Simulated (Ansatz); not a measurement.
Nudged elastic band, with input and output: BSiAsH$_{5}$F

- system: BSiAsH$_{5}$F
- method: RKS BHLYP/def2-SVP (Ansatz 0.2.0)

One setting was made poor on purpose. It belongs to a series of runs on one base structure; here: an input spoilt on purpose. Figures and captions count atoms from 1; the log counts them from 0 in places.

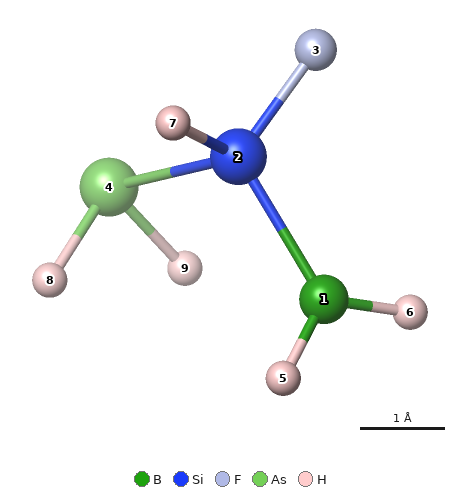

**Figure 1.** The input geometry (ball-and-stick view, seen at a tilt; atoms are numbered from 1 in the order of the input).

**What the run reported**

| quantity | value |
| --- | --- |
| outcome | refused by the program |
| hardware | 2 threads of Intel Xeon (Sapphire Rapids), 16 GiB of memory available, shared host |

**Diagnosis**

The program refused the input: “8 input errors — fix all and re-run 1. invalid value for `neb.final_atoms`: atom 0 is H but atom 0 of crystal.atoms is B — the final endpoint must list the same atoms in the same order 2. invalid value for `neb.final_atoms`: atom 1 is H but atom 1 of crystal.atoms is Si — the final endpoint must list the same atoms in the same order 3 …” A deliberately poor setting: bad input.

**The input**
```yaml
crystal:
  periodic: [false, false, false]
  atoms:
    - { symbol: B, position_ang: [-0.733299, 1.065235, 0.745485] }
    - { symbol: Si, position_ang: [0.817315, 0.44254, -0.324139] }
    - { symbol: F, position_ang: [2.235279, 0.591116, 0.455105] }
    - { symbol: As, position_ang: [0.421427, -1.889123, -0.622598] }
    - { symbol: H, position_ang: [-1.779026, 1.276103, 0.200239] }
    - { symbol: H, position_ang: [-0.690791, 1.105647, 1.941015] }
    - { symbol: H, position_ang: [0.995609, 1.042042, -1.663864] }
    - { symbol: H, position_ang: [-0.837529, -1.63075, -1.42873] }
    - { symbol: H, position_ang: [-0.340485, -2.049011, 0.680387] }
basis:
  gaussian: { orbitals: def2-SVP }
hamiltonian:
  xc: { name: BHLYP }
neb:
  order_check: false
  images: 5
  f_tol: 0.05
  max_iterations: 8
  initial_path: linear
  final_atoms:
    - { symbol: H, position_ang: [0.08510191, -2.11405141, 0.80501207] }
    - { symbol: H, position_ang: [-1.10494867, -1.82141931, -1.22175557] }
    - { symbol: H, position_ang: [0.31224778, 1.43161093, -0.19440005] }
    - { symbol: H, position_ang: [-0.62131277, 0.91027441, 1.49343815] }
    - { symbol: H, position_ang: [-1.63568789, 1.18231524, -0.3143851] }
    - { symbol: As, position_ang: [-0.18553229, -1.13281682, -0.27805096] }
    - { symbol: F, position_ang: [2.40444605, 0.26707929, 0.37812873] }
    - { symbol: Si, position_ang: [1.53334612, 0.46997238, -0.99224611] }
    - { symbol: B, position_ang: [-0.69916022, 0.76083429, 0.30715883] }
```

Run as:
```bash
ansatz run input.yaml --threads 2 --pin off --max-ram 3072MiB --backend cpu --events-out ev --progress --plain --runs-dir out
```

**What the program printed**
```
Error: 8 input errors — fix all and re-run
  1. invalid value for `neb.final_atoms`: atom 0 is H but atom 0 of crystal.atoms is B — the final endpoint must list the same atoms in the same order
  2. invalid value for `neb.final_atoms`: atom 1 is H but atom 1 of crystal.atoms is Si — the final endpoint must list the same atoms in the same order
  3. invalid value for `neb.final_atoms`: atom 2 is H but atom 2 of crystal.atoms is F — the final endpoint must list the same atoms in the same order
  4. invalid value for `neb.final_atoms`: atom 3 is H but atom 3 of crystal.atoms is As — the final endpoint must list the same atoms in the same order
  5. invalid value for `neb.final_atoms`: atom 5 is As but atom 5 of crystal.atoms is H — the final endpoint must list the same atoms in the same order
  6. invalid value for `neb.final_atoms`: atom 6 is F but atom 6 of crystal.atoms is H — the final endpoint must list the same atoms in the same order
  7. invalid value for `neb.final_atoms`: atom 7 is Si but atom 7 of crystal.atoms is H — the final endpoint must list the same atoms in the same order
  8. invalid value for `neb.final_atoms`: atom 8 is B but atom 8 of crystal.atoms is H — the final endpoint must list the same atoms in the same order
```
